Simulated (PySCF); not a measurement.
**WCl₆: relaxation and vibrations of the singlet**

Where does singlet WCl₆ go from a trigonal prismatic start, is the end point a minimum, and what are its modes, charges and moments?

Method: PBE0, basis W def2-SVP with ECP60, Cl def2-SVP, scalar-relativistic core potentials, no spin–orbit coupling, density fitting; program: PySCF 2.14.0.

## Step 1: Where the work starts

7 atoms, charge 0, spin multiplicity 1.

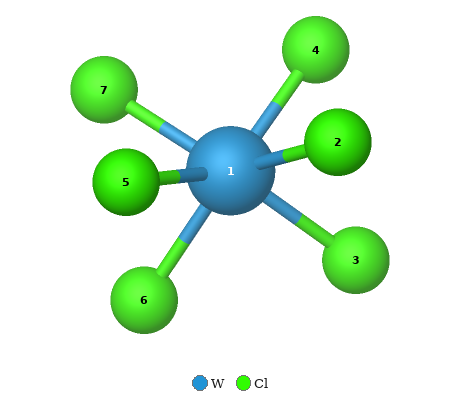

Start geometry, drawn with tungsten blue, chlorine green; atoms are numbered from 1 in the order of the file.

```xyz
7
charge 0 multiplicity 1
W     0.0000    0.0000    0.0000
Cl    1.7811    0.0000    1.5483
Cl   -0.8906    1.5425    1.5483
Cl   -0.8906   -1.5425    1.5483
Cl    1.7811    0.0000   -1.5483
Cl   -0.8906    1.5425   -1.5483
Cl   -0.8906   -1.5425   -1.5483
```

## Step 2: The SCF at the typed geometry

The steps below are one call of a driver around PySCF. For each, scf.py gives the equivalent set-up of the SCF; relaxations use the driver's own optimiser. After this first run the driver tries any further starts and a stability analysis.

File scf.py:

```python
from pyscf import gto, scf, dft
mol = gto.M(atom='''
W      0.000000     0.000000     0.000000
Cl     1.781100     0.000000     1.548300
Cl    -0.890600     1.542500     1.548300
Cl    -0.890600    -1.542500     1.548300
Cl     1.781100     0.000000    -1.548300
Cl    -0.890600     1.542500    -1.548300
Cl    -0.890600    -1.542500    -1.548300''',
    basis={'W': 'def2-SVP', 'Cl': 'def2-SVP'},
    ecp={'W': 'def2-SVP'},
    charge=0, spin=0)
mf = dft.RKS(mol, xc='PBE0')
mf.grids.atom_grid = (50, 194)
aux = {'W': 'def2-universal-JKFIT', 'Cl': 'def2-universal-JKFIT'}
mf = mf.density_fit(auxbasis=aux)
mf.conv_tol = 1e-08
mf.diis_space = 10
mf.max_cycle = 60
mf.init_guess = 'minao'
mf.verbose = 4
mf.kernel()
```

On the command line:

```
OMP_NUM_THREADS=4 python axn.py task.json out
```

Log:

```text
init E= -2814.30909472444
  HOMO = -0.511052479714135  LUMO = -0.370541667904385  gap/eV = 3.82349
cycle= 1 E= -2826.40025968522  delta_E= -12.1  |g|= 1.05  |ddm|= 7.67
cycle= 2 E= -2820.4594504404  delta_E= 5.94  |g|= 4.52  |ddm|= 5.56
  HOMO = -0.295039687554729  LUMO = -0.200286276768413  gap/eV = 2.57837
cycle= 3 E= -2826.69524100122  delta_E= -6.24  |g|= 0.186  |ddm|= 5.08
  HOMO = -0.332723966567847  LUMO = -0.225119825876603  gap/eV = 2.92806
cycle= 4 E= -2826.70023817411  delta_E= -0.005  |g|= 0.117  |ddm|= 0.341
  HOMO = -0.324886632707119  LUMO = -0.209673172818412  gap/eV = 3.13512
cycle= 5 E= -2826.70347413489  delta_E= -0.00324  |g|= 0.0227  |ddm|= 0.126
  HOMO = -0.325176117929645  LUMO = -0.208858772756489  gap/eV = 3.16516
cycle= 6 E= -2826.70360126005  delta_E= -0.000127  |g|= 0.00976  |ddm|= 0.0351
  HOMO = -0.325487908110912  LUMO = -0.208511321601699  gap/eV = 3.18310
cycle= 7 E= -2826.70362747853  delta_E= -2.62e-05  |g|= 0.00284  |ddm|= 0.0117
  HOMO = -0.325563934362632  LUMO = -0.208409752321686  gap/eV = 3.18793
cycle= 8 E= -2826.70362964712  delta_E= -2.17e-06  |g|= 0.000286  |ddm|= 0.00321
  HOMO = -0.32556385060563  LUMO = -0.208421298967249  gap/eV = 3.18761
cycle= 9 E= -2826.70362967102  delta_E= -2.39e-08  |g|= 6.6e-05  |ddm|= 0.000356
  HOMO = -0.32556309072994  LUMO = -0.208422240356431  gap/eV = 3.18756
cycle= 10 E= -2826.70362967271  delta_E= -1.69e-09  |g|= 1.37e-05  |ddm|= 0.000104
  HOMO = -0.325563142178236  LUMO = -0.208423432951706  gap/eV = 3.18753
Extra cycle  E= -2826.70362967285  delta_E= -1.43e-10  |g|= 1.57e-05  |ddm|= 5.3e-05
converged SCF energy = -2826.70362967285
```

This step, with its further starts and checks, took 40 s on 4 threads, shared host.

The starts that the driver tried:

| start | energy (Eh) |
| --- | --- |
| the minimal-basis guess | -2826.703630 |
| a thermally smeared density | -2826.703630 |
| a smeared PBE density | -2826.703630 |

The test of internal stability and the other starts found no lower closed-shell solution.

## Step 3: Relaxing the singlet from the trigonal prismatic start

The program finds D3h symmetry in the start, which this walk keeps. The walk stops when the largest gradient is under 0.0003 Eh/bohr and the energy has settled too.

Changes to scf.py since step 2:

```diff
@@ -4,6 +4,6 @@
-Cl     1.781100     0.000000     1.548300
-Cl    -0.890600     1.542500     1.548300
-Cl    -0.890600    -1.542500     1.548300
-Cl     1.781100     0.000000    -1.548300
-Cl    -0.890600     1.542500    -1.548300
-Cl    -0.890600    -1.542500    -1.548300''',
+Cl     1.781129     0.000003     1.548300
+Cl    -0.890568     1.542502     1.548300
+Cl    -0.890562    -1.542505     1.548300
+Cl     1.781129     0.000003    -1.548300
+Cl    -0.890568     1.542502    -1.548300
+Cl    -0.890562    -1.542505    -1.548300''',
@@ -20 +19,0 @@
-mf.init_guess = 'minao'
```

The optimiser's trace:

| step | energy (Eh) | change (kJ/mol) | largest symmetric gradient (Eh/bohr) |
| --- | --- | --- | --- |
| 0 | -2826.703630 | 0.00 | 0.01723 |
| 1 | -2826.709831 | -16.28 | 0.00598 |
| 2 | -2826.710547 | -18.16 | 0.00078 |
| 3 | -2826.710563 | -18.20 | 0.00004 |

The walk took 35 s.

Geometry (Å) and forces (eV/Å) at some steps:

```
step 0
W    0.000   0.000   0.000  -0.020   0.000   0.000
Cl   1.781   0.000   1.548  -0.337   0.000  -0.885
Cl  -0.891   1.542   1.548   0.173  -0.286  -0.887
Cl  -0.891  -1.543   1.548   0.173   0.286  -0.887
Cl   1.781   0.000  -1.548  -0.337   0.000   0.885
Cl  -0.891   1.542  -1.548   0.173  -0.286   0.887
Cl  -0.891  -1.543  -1.548   0.173   0.286   0.887
step 1
W    0.000   0.000   0.000  -0.020   0.000   0.000
Cl   1.782   0.000   1.501  -0.131   0.000  -0.306
Cl  -0.891   1.543   1.501   0.071  -0.108  -0.308
Cl  -0.891  -1.543   1.501   0.071   0.108  -0.308
Cl   1.782   0.000  -1.501  -0.131   0.000   0.306
Cl  -0.891   1.543  -1.501   0.071  -0.108   0.308
Cl  -0.891  -1.543  -1.501   0.071   0.108   0.308
step 2
W    0.000   0.000   0.000  -0.021   0.000   0.000
Cl   1.781   0.000   1.477   0.010   0.000   0.042
Cl  -0.891   1.543   1.477   0.000   0.013   0.040
Cl  -0.891  -1.543   1.477   0.000  -0.013   0.040
Cl   1.781   0.000  -1.477   0.010   0.000  -0.042
Cl  -0.891   1.543  -1.477   0.000   0.013  -0.040
Cl  -0.891  -1.543  -1.477   0.000  -0.013  -0.040
step 3
W    0.000   0.000   0.000  -0.021   0.000   0.000
Cl   1.781   0.000   1.480  -0.003   0.000   0.000
Cl  -0.891   1.542   1.480   0.007   0.002  -0.002
Cl  -0.890  -1.542   1.480   0.007  -0.002  -0.002
Cl   1.781   0.000  -1.480  -0.003   0.000   0.000
Cl  -0.891   1.542  -1.480   0.007   0.002   0.002
Cl  -0.890  -1.542  -1.480   0.007  -0.002   0.002
```

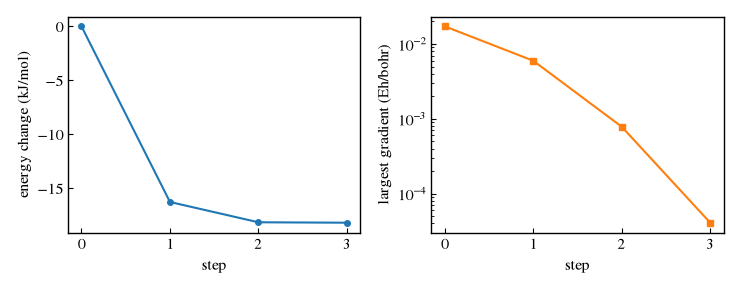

Energy and largest gradient along the walk.

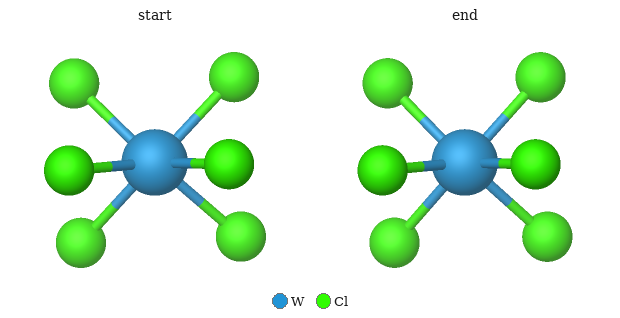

The geometry along the walk, at one scale.

End point (D3h, 3 steps, 18.2 kJ/mol gained): W–Cl 2.316 Å (×6); Cl–W–Cl 79.4° (×3), Cl–W–Cl 83.5° (×6), Cl–W–Cl 134.8° (×6).

## Step 4: Vibrations and properties at this point

The point is checked on the finer grid, and tightened if its gradient asks for it. The Hessian and the dipole derivatives come from central differences of analytic gradients, with steps of 0.02 bohr.

Changes to scf.py since step 3:

```diff
@@ -3,7 +3,7 @@
-W      0.000000     0.000000     0.000000
-Cl     1.781129     0.000003     1.548300
-Cl    -0.890568     1.542502     1.548300
-Cl    -0.890562    -1.542505     1.548300
-Cl     1.781129     0.000003    -1.548300
-Cl    -0.890568     1.542502    -1.548300
-Cl    -0.890562    -1.542505    -1.548300''',
+W     -0.000000     0.000000    -0.000000
+Cl     1.781204     0.000003     1.479396
+Cl    -0.890605     1.542566     1.479396
+Cl    -0.890599    -1.542570     1.479396
+Cl     1.781204     0.000003    -1.479396
+Cl    -0.890605     1.542566    -1.479396
+Cl    -0.890599    -1.542570    -1.479396''',
@@ -14 +14 @@
-mf.grids.atom_grid = (50, 194)
+mf.grids.atom_grid = (75, 302)
@@ -17 +17 @@
-mf.conv_tol = 1e-08
+mf.conv_tol = 1e-10
```

This SCF starts from the last density.

Log of the central SCF (cycles and frontier levels):

```text
init E= -2826.71041721336
  HOMO = -0.321458314016521  LUMO = -0.201763906502763  gap/eV = 3.25705
cycle= 1 E= -2826.71041721326  delta_E= 9.91e-11  |g|= 2.17e-05  |ddm|= 4.66e-05
  HOMO = -0.321454729994117  LUMO = -0.201761452890501  gap/eV = 3.25702
cycle= 2 E= -2826.71041721282  delta_E= 4.35e-10  |g|= 4.47e-05  |ddm|= 8.48e-05
  HOMO = -0.321456783966672  LUMO = -0.201764136032215  gap/eV = 3.25700
cycle= 3 E= -2826.71041721337  delta_E= -5.48e-10  |g|= 1.32e-05  |ddm|= 5.59e-05
  HOMO = -0.321456981287387  LUMO = -0.201763308383124  gap/eV = 3.25703
cycle= 4 E= -2826.71041721341  delta_E= -4.32e-11  |g|= 1.32e-07  |ddm|= 1.19e-05
  HOMO = -0.321457002808519  LUMO = -0.201763330845583  gap/eV = 3.25703
Extra cycle  E= -2826.7104172134  delta_E= 1.14e-11  |g|= 1.12e-07  |ddm|= 2.68e-07
converged SCF energy = -2826.7104172134
```

The whole step took 1.8 min.

Geometry: D3h; W–Cl 2.315 Å (×6); Cl–W–Cl 79.4° (×3), Cl–W–Cl 83.5° (×6), Cl–W–Cl 134.8° (×6).

Harmonic modes (main isotopes):

| symmetry | ω (cm⁻¹) | IR (km/mol) | type |
| --- | --- | --- | --- |
| a1'' | 63i | 0.0 | bend |
| e'' | 126 | 0.0 | bend |
| a2'' | 179 | 28.4 | bend |
| e' | 190 | 4.4 | bend |
| e' | 224 | 17.3 | bend |
| a1' | 277 | 0.0 | bend |
| e'' | 303 | 0.0 | stretch |
| a2'' | 385 | 139 | stretch |
| e' | 386 | 154 | stretch |
| a1' | 405 | 0.0 | stretch |

With 1 mode imaginary (up to 63i cm⁻¹) this point is a saddle.

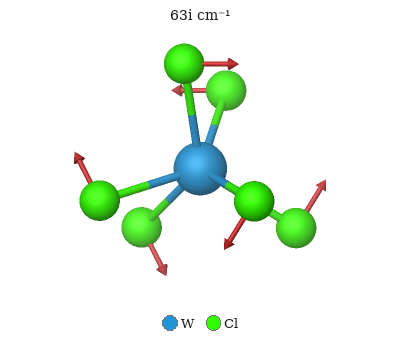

The imaginary mode, as arrows.

Constants and moments:

| Item | Value |
| --- | --- |
| Dipole moment | 0.00 D |
| Highest occupied level | -8.75 eV |
| Lowest empty level | -5.49 eV |
| Rotational constants | 0.02532, 0.02128, 0.02128 cm⁻¹ |
| Zero-point energy (real modes) | 22.2 kJ/mol |
| Principal polarisabilities | 103.6, 103.6, 127.2 bohr³ |
| Atomisation energy without zero-point energy | 2046 kJ/mol |
| Principal traceless quadrupole moments about the centre of mass | -1.49, 0.75, 0.75 D Å |

Populations by atom (charges in e):

| atom | Mulliken | Löwdin | polar tensor | Mayer order to W1 |
| --- | --- | --- | --- | --- |
| W1 | 0.65 | -1.03 | 2.78 | – |
| Cl2,3,4,5,6,7 | -0.11 | 0.17 | -0.46 | 1.19 |

Mulliken populations on W1 (outside its core potential): s 2.63, p 6.43, d 4.14, f 0.16.

## Step 5: Leaving the saddle point

The atoms are moved a little along the softest imaginary mode and relaxed again.

The program finds D3 symmetry in the start, which this walk keeps. Threshold on the gradient: 0.0003 Eh/bohr, with a further test on the energy change.

Changes to scf.py since step 4:

```diff
@@ -3,7 +3,7 @@
-W     -0.000000     0.000000    -0.000000
-Cl     1.781204     0.000003     1.479396
-Cl    -0.890605     1.542566     1.479396
-Cl    -0.890599    -1.542570     1.479396
-Cl     1.781204     0.000003    -1.479396
-Cl    -0.890605     1.542566    -1.479396
-Cl    -0.890599    -1.542570    -1.479396''',
+W      0.000000     0.000000     0.000000
+Cl     1.781205    -0.249997     1.479396
+Cl    -0.674099     1.667567     1.479396
+Cl    -1.107106    -1.417570     1.479396
+Cl     1.781204     0.250003    -1.479396
+Cl    -1.107111     1.417566    -1.479396
+Cl    -0.674093    -1.667569    -1.479396''',
@@ -14 +14 @@
-mf.grids.atom_grid = (75, 302)
+mf.grids.atom_grid = (50, 194)
@@ -17 +17 @@
-mf.conv_tol = 1e-10
+mf.conv_tol = 1e-08
```

Steps of the walk:

| step | energy (Eh) | change (kJ/mol) | largest symmetric gradient (Eh/bohr) |
| --- | --- | --- | --- |
| 0 | -2826.713063 | 0.00 | 0.00540 |
| 1 | -2826.714235 | -3.08 | 0.00245 |
| 2 | -2826.716291 | -8.47 | 0.00450 |
| 3 | -2826.721558 | -22.30 | 0.00753 |
| 4 | -2826.728400 | -40.27 | 0.00591 |
| 5 | -2826.733546 | -53.78 | 0.00325 |
| 6 | -2826.734527 | -56.35 | 0.00489 |
| 7 | -2826.735350 | -58.51 | 0.00245 |
| 8 | -2826.735577 | -59.11 | 0.00098 |
| 9 | -2826.735605 | -59.18 | 0.00069 |
| 10 | -2826.735619 | -59.22 | 0.00025 |
| 11 | -2826.735621 | -59.22 | 0.00005 |

The walk took 1.9 min.

Geometry (Å) and forces (eV/Å) at some steps:

```
step 0
W    0.000   0.000   0.000   0.010   0.000   0.000
Cl   1.781  -0.250   1.479  -0.203  -0.068  -0.278
Cl  -0.674   1.668   1.479   0.159  -0.150  -0.273
Cl  -1.107  -1.418   1.479   0.039   0.211  -0.281
Cl   1.781   0.250  -1.479  -0.203   0.068   0.278
Cl  -1.107   1.418  -1.479   0.039  -0.211   0.281
Cl  -0.674  -1.668  -1.479   0.159   0.150   0.273
step 1
W    0.000   0.000   0.000   0.012   0.000   0.000
Cl   1.775  -0.271   1.465  -0.066  -0.107  -0.101
Cl  -0.653   1.673   1.465   0.123  -0.012  -0.096
Cl  -1.122  -1.402   1.465  -0.064   0.113  -0.104
Cl   1.775   0.271  -1.465  -0.066   0.107   0.101
Cl  -1.122   1.402  -1.465  -0.064  -0.113   0.104
Cl  -0.653  -1.673  -1.465   0.123   0.012   0.096
step 6
W    0.000   0.000   0.000   0.011   0.000   0.000
Cl   1.669  -0.917   1.303  -0.245   0.080   0.050
Cl  -0.041   1.904   1.303   0.049  -0.253   0.053
Cl  -1.629  -0.987   1.303   0.190   0.170   0.049
Cl   1.669   0.917  -1.303  -0.245  -0.080  -0.050
Cl  -1.629   0.987  -1.303   0.190  -0.170  -0.049
Cl  -0.041  -1.904  -1.303   0.049   0.253  -0.053
step 11
W    0.000   0.000   0.000   0.001   0.000   0.000
Cl   1.625  -0.939   1.328   0.001   0.001  -0.004
Cl   0.001   1.877   1.328  -0.001  -0.002  -0.001
Cl  -1.626  -0.938   1.328   0.000   0.000  -0.003
Cl   1.625   0.939  -1.328   0.001  -0.001   0.004
Cl  -1.626   0.938  -1.328   0.000   0.000   0.003
Cl   0.001  -1.877  -1.328  -0.001   0.002   0.001
```

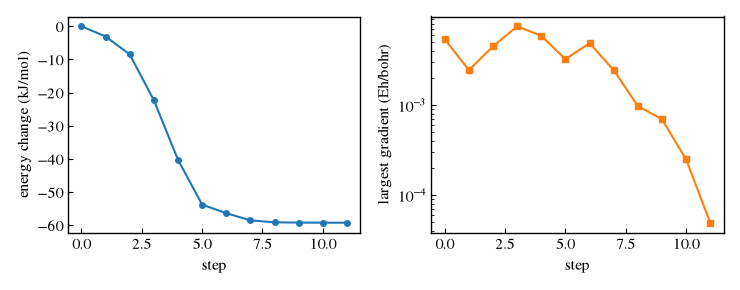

Energy and largest gradient along the walk.

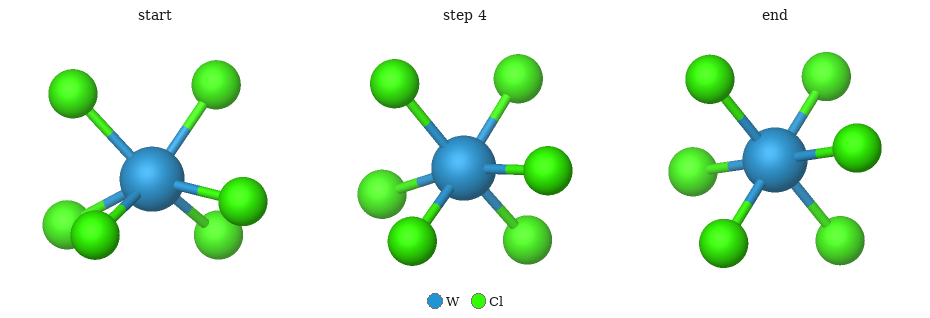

Start and end of the relaxation, with a step between.

It settles in Oh symmetry, 59.2 kJ/mol below the start, after 11 steps: W–Cl 2.299 Å (×6); Cl–W–Cl 90.0° (×12), Cl–W–Cl 180.0° (×3).

## Step 6: Vibrations and properties at this point

As before: finer grid, then central differences.

Changes to scf.py since step 5:

```diff
@@ -3,7 +3,7 @@
-W      0.000000     0.000000     0.000000
-Cl     1.781205    -0.249997     1.479396
-Cl    -0.674099     1.667567     1.479396
-Cl    -1.107106    -1.417570     1.479396
-Cl     1.781204     0.250003    -1.479396
-Cl    -1.107111     1.417566    -1.479396
-Cl    -0.674093    -1.667569    -1.479396''',
+W     -0.000000     0.000000    -0.000000
+Cl     1.625139    -0.939460     1.327465
+Cl     0.000548     1.876984     1.327688
+Cl    -1.626268    -0.938175     1.326991
+Cl     1.626268     0.938175    -1.326991
+Cl    -1.625139     0.939460    -1.327465
+Cl    -0.000548    -1.876984    -1.327688''',
@@ -14 +14 @@
-mf.grids.atom_grid = (50, 194)
+mf.grids.atom_grid = (75, 302)
@@ -17 +17 @@
-mf.conv_tol = 1e-08
+mf.conv_tol = 1e-10
```

SCF at the final geometry:

```text
init E= -2826.73589955864
  HOMO = -0.340370810566138  LUMO = -0.196454323316692  gap/eV = 3.91617
cycle= 1 E= -2826.73589955862  delta_E= 2.05e-11  |g|= 8.13e-06  |ddm|= 2.01e-05
  HOMO = -0.340369803055418  LUMO = -0.196454996878723  gap/eV = 3.91612
Extra cycle  E= -2826.73589955858  delta_E= 3.96e-11  |g|= 1.4e-05  |ddm|= 3.25e-05
converged SCF energy = -2826.73589955858
```

The whole step took 73 s on 4 threads, shared host.

Geometry: Oh; W–Cl 2.299 Å (×6); Cl–W–Cl 90.0° (×12), Cl–W–Cl 180.0° (×3).

Harmonic modes (main isotopes):

```tsv
symmetry	ω (cm⁻¹)	IR (km/mol)	type
t2u	84	0.0	bend
t1u	166	54.5	bend
t2g	202	0.0	bend
eg	339	0.0	stretch
t1u	379	462	stretch
a1g	413	0.0	stretch
```

Every mode is real; the point is a minimum.

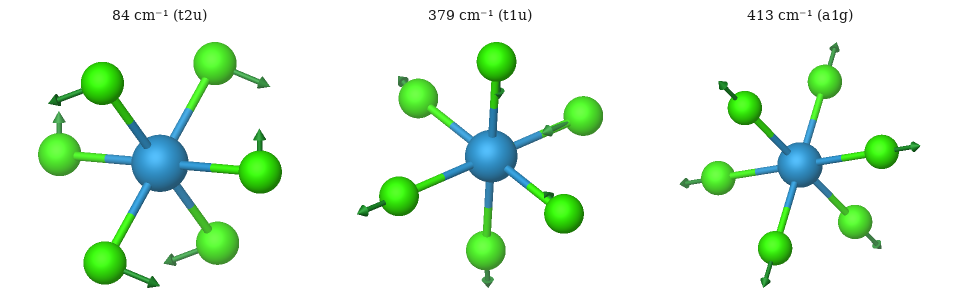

Displacements of 3 of the modes, as arrows (one member where a mode is degenerate).

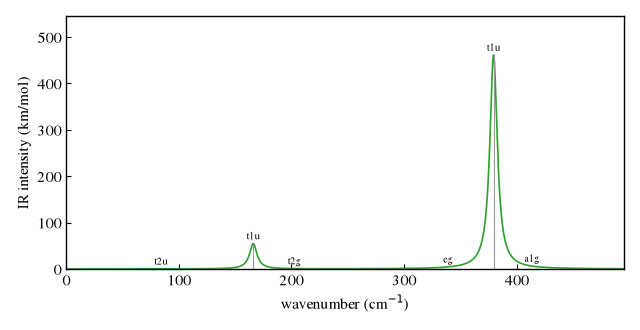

The harmonic infrared spectrum (widths in cm⁻¹). Lines are broadened to a width of 8 cm⁻¹ (Lorentzian).

Constants and moments:

```
Dipole moment                                                   : 0.00 D
Highest occupied level                                          : -9.26 eV
Lowest empty level                                              : -5.35 eV
Rotational constants                                            : 0.0228, 0.0228, 0.0228 cm⁻¹
Zero-point energy                                               : 21.5 kJ/mol
Principal polarisabilities                                      : 117.1, 117.1, 117.1 bohr³
Atomisation energy without zero-point energy                    : 2113 kJ/mol
Principal traceless quadrupole moments about the centre of mass : 0.00, 0.00, 0.00 D Å
Entropy at 298.15 K and 1 bar                                   : 420.2 J/(mol K)
Heat capacity Cp at 298.15 K                                    : 143.0 J/(mol K)
Enthalpy at 298.15 K above 0 K                                  : 30.52 kJ/mol
Rotational symmetry number                                      : 24
```

Charges (e) and bond orders:

```csv
atom,Mulliken,Löwdin,polar tensor,Mayer order to W1
W1,0.80,-1.11,3.57,–
"Cl2,3,4,5,6,7",-0.13,0.19,-0.59,1.17
```

Mulliken populations on W1 (outside its core potential): s 2.59, p 6.54, d 3.89, f 0.18.

## Step 7: The points found, side by side

| spin | group | bonds | imaginary modes (cm⁻¹) | ΔE (kJ/mol) | with zero-point energy |
| --- | --- | --- | --- | --- | --- |
| singlet | Oh | W–Cl 2.299 Å (×6) | none | 0.0 | 0.0 |
| singlet | D3h | W–Cl 2.315 Å (×6) | 63i | 66.9 | – |

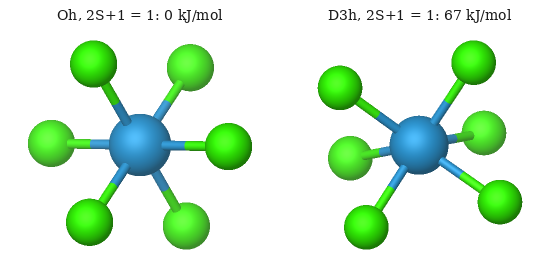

The points, lowest first (tungsten blue, chlorine green).

## Step 8: Summary of results

| quantity | value |
| --- | --- |
| minimum | singlet, Oh |
| geometry | W–Cl 2.299 Å (×6); Cl–W–Cl 90.0° (×12), Cl–W–Cl 180.0° (×3) |
| wavenumbers (cm⁻¹) | 84 (t2u), 166 (t1u), 202 (t2g), 339 (eg), 379 (t1u), 413 (a1g) |
| dipole moment | 0.00 D |
| highest occupied, lowest empty level | -9.26, -5.35 eV |
| polar-tensor charge of W1 | +3.57 e |
| zero-point energy | 21.5 kJ/mol |
| entropy at 298.15 K | 420.2 J/(mol K) |
| atomisation energy (no zero-point energy) | 2113 kJ/mol |

What this shows: From D3h at the start the molecule goes to a Oh minimum, after a stop at a saddle point 66.9 kJ/mol higher, from which it was pushed off along an imaginary mode. In the infrared the band at 379 cm⁻¹ (t1u, stretch) leads. The dipole vanishes although W1 carries +3.6 e by the polar tensor: the bond dipoles cancel. Only this shape and spin were tried, so other structures or states may lie lower. Whether spin polarisation would lower the closed shell was not checked. Spin–orbit coupling, left out here, can matter for elements this heavy.

The search up to here took 6.2 min.
